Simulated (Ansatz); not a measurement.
**BClFH₉OSi₄···HCl: density, localisation and related maps**

```xyz
19

B    -0.5333   -0.0056    2.4356
Cl   -2.5033    2.4161    1.2130
Cl   -0.2525    0.5404    4.0771
O     0.3813    0.1691    1.4860
Si    0.4858   -0.1366   -0.1670
Si    2.2947   -1.5921   -0.4836
Si    0.9161    1.8872   -1.2643
Si   -1.4497   -1.1447   -1.0291
H    -3.1969    1.3916    1.5438
F    -1.6892   -0.6249    2.1865
H     2.0755   -2.8609    0.2619
H     2.3988   -1.8954   -1.9367
H     3.5655   -0.9715   -0.0241
H     2.1233    2.5373   -0.6887
H    -0.2363    2.8207   -1.1758
H     1.1741    1.5668   -2.6950
H    -2.6532   -0.2939   -0.8392
H    -1.6836   -2.4765   -0.4114
H    -1.2170   -1.3268   -2.4888
```

The product side of a reaction path; geometry: PBE0-D4/def2-TZVP.

All numbers below come from RKS PBE0-D4/def2-TZVPP in Ansatz.

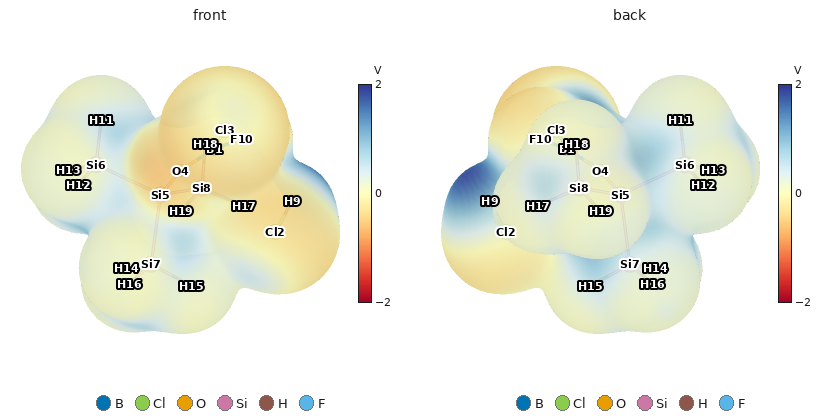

Figure 1. The molecular electrostatic potential painted on the density surface at 0.001 e/bohr³, seen from the front and from behind; the colour scale runs from red (negative) to blue (positive).

Which sites attract a positive test charge, and which a negative one?

A positive charge is drawn to the negative regions and a negative charge to the positive ones. The most negative region (about −0.5 V, or −12 kcal/mol for a unit charge) lies over Cl3 and O4, the most positive (about +1.7 V, or +39 kcal/mol for a unit charge) over H9. Cl2 shows a σ-hole: about +0.5 V, or +12 kcal/mol for a unit charge at the tip opposite its bond, against about −0.3 V on its flanks.

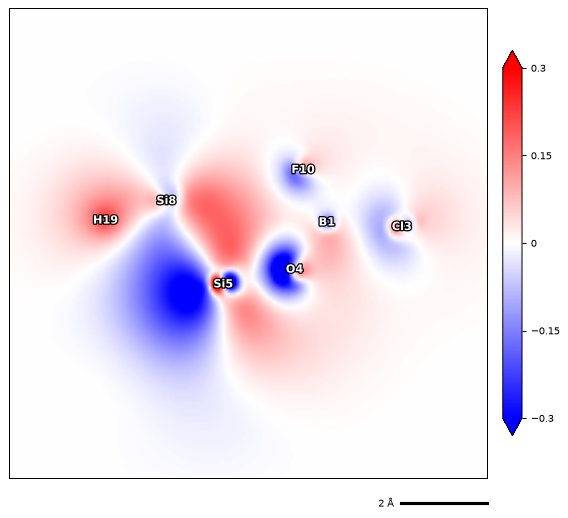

Figure 2. The LUMO on the plane of atoms O4, Si5 and Si8 (values in Å⁻³ᐟ²; the overall sign is arbitrary).

Where does this orbital lie, and at what energy?

Its weight (Hirshfeld) is mainly on Si5 (about 35 %), Si6 (about 15 %), Si7 (about 15 %), Si8 (about 10 %) and O4 (about 5 %). Its energy is −1.12 eV.
